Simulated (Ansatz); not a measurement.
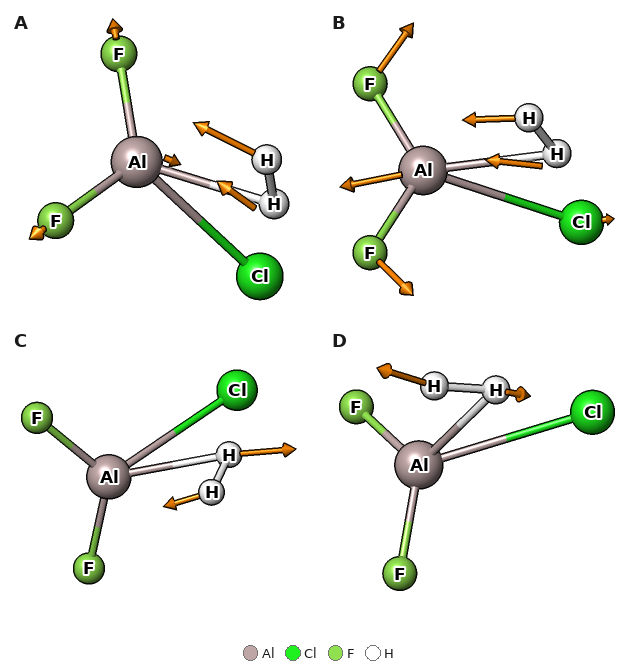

4 normal modes of one molecule or complex, as arrows. Harmonic vibrations computed with RKS PBE0-D4/def2-SVP (Ansatz 0.2.0) at a stationary point of the same level. It is a saddle point of order 1.

Question: Match the panels to the wavenumbers 245 cm⁻¹, 806 cm⁻¹, 1498 cm⁻¹, 1861 cm⁻¹.

Answer: A: 806 cm⁻¹
B: 245 cm⁻¹
C: 1498 cm⁻¹
D: 1861 cm⁻¹, H–H stretching
